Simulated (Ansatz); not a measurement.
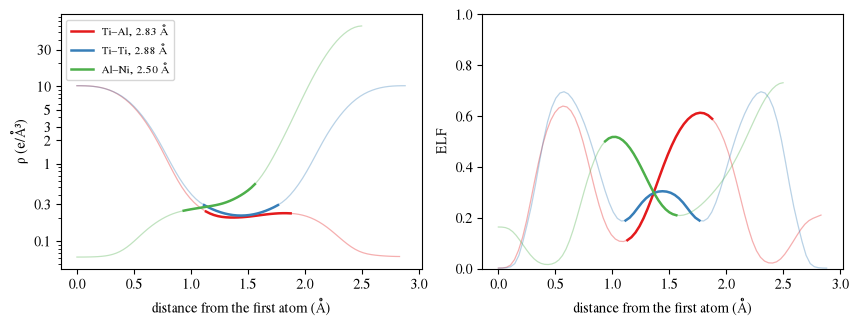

Figure. TiAl3Ni2. Valence electron density and ELF along straight lines between neighbouring atoms. Thin, pale parts lie inside the atomic spheres.

Space group P4/mmm; a structure generated by program, which may or may not match a known phase; computed without spin polarisation.

Theory: Ansatz 0.2.0, DFT PBE, scalar-relativistic, plane waves, PAW.

In a PAW calculation such maps are meaningful between the atoms, not at the nuclei.

Input

```
crystal:
  lattice:
    - [2.880318925, 0.0, 0.0]
    - [0.0, 2.880318925, 0.0]
    - [0.0, 0.0, 9.7390143221]
  atoms:
    - { symbol: Ti, position: [0.0, 0.0, 0.0] }
    - { symbol: Al, position: [0.5, 0.5, 0.7981181352] }
    - { symbol: Al, position: [0.5, 0.5, 0.2018818648] }
    - { symbol: Al, position: [0.5, 0.5, 0.5] }
    - { symbol: Ni, position: [0.0, 0.0, 0.648556593] }
    - { symbol: Ni, position: [0.0, 0.0, 0.351443407] }
basis:
  ecutwfc: 420
kpoints:
  mp_grid: { grid: [14, 14, 4] }
  band_path:
    path:
      - [[0.0, 0.0, 0.0], [0.0, 0.5, 0.0], [0.5, 0.5, 0.0], [0.0, 0.0, 0.0], [0.0, 0.0, 0.5], [0.0, 0.5, 0.5], [0.5, 0.5, 0.5], [0.0, 0.0, 0.5]]
      - [[0.0, 0.5, 0.0], [0.0, 0.5, 0.5]]
      - [[0.5, 0.5, 0.0], [0.5, 0.5, 0.5]]
    npoints: 14
hamiltonian:
  xc: pbe
scf:
  occupations: { method: gaussian, width: 0.1 }
  n_extra_bands: 15
output:
  forces: true
  stress: true
  eigenvalues: true
  populations: true
  dos: { projected: true, de: 0.02, nscf_kmesh: { grid: [17, 17, 5] } }
  bader: true
  write_density: true
  write_potential: true
  elf: true
  volumetric_format: npy
```

Command:

```sh
ansatz run input.yaml --threads 1 --pin off --max-ram 2560MiB --backend cpu --events-out ev --progress --plain --runs-dir out
```

Below, planes, directions and counts refer to the conventional cell (a = 2.88 Å, b = 2.88 Å, c = 9.74 Å, α = 90.00°, β = 90.00°, γ = 90.00°).

### Compare the contacts.

Ti–Al (2.83 Å): the density is about 0.2 e/Å³ at the midpoint; the ELF is about 0.35 at the midpoint.
Ti–Ti (2.88 Å): ρ at the midpoint is about 0.21 e/Å³; the ELF is about 0.30 at the midpoint.
Al–Ni (2.50 Å): ρ is about 0.3 e/Å³ halfway; the ELF is about 0.40 at the midpoint.
